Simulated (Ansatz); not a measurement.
**Pb2Au under a change: x(P) = 0.5, 6 atoms, I422**

Consider Pb₂Au (space group I4/mcm, No. 140; a = 7.324 Å, c = 5.675 Å).

The other end (x = 1) is Pb$_{2}$P (space group I4/mcm, No. 140; a hypothetical phase, not in the database extracts checked): 25.54 Å³/atom, gap zero; this end may not be an ambient phase.

Modification: a fraction x = 0.5 of the Au sites is given to P, ordered in a cell of 6 atoms (starting symmetry I422) and fully relaxed.

Method: PBEsol/PAW in Ansatz (a first-principles code), no spin-orbit coupling. k-mesh 11×11×11 (Γ-centred); smearing 0.05 eV (Fermi–Dirac).

Volume per atom: 25.42 Å³ (base 25.37 Å³)
Density: 11.50 g/cm³ (base 13.34 g/cm³)
Shortest interatomic distance: 2.763 Å (base 2.837 Å)
Band gap: zero (base zero)
Mixing energy: 0.00 eV/atom (to 0.01 eV only: unlike meshes or grids) (against an end that may be hypothetical)
Deviation of the volume from the linear (Vegard-type) interpolation: -0.1 %

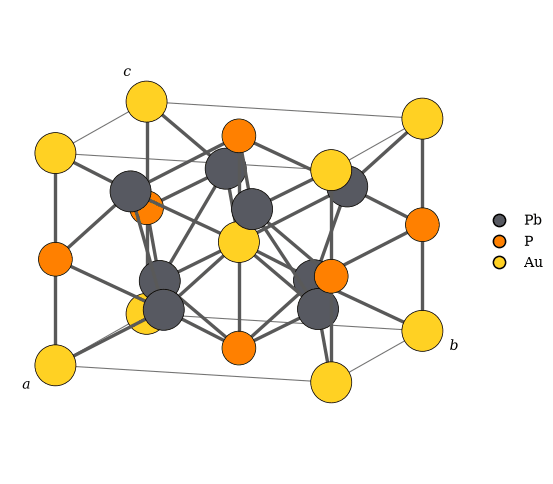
Figure: The relaxed conventional cell after the change

Cost of the whole job for the changed cell (relaxation, final SCF and bands): roughly 9 core-minutes.

These are small ordered cells, not random alloys; other orderings at the same x differ. Stability against distortions was not tested. The base started in Ibam and relaxed to I4/mcm at this level. The final runs are not spin-polarised.
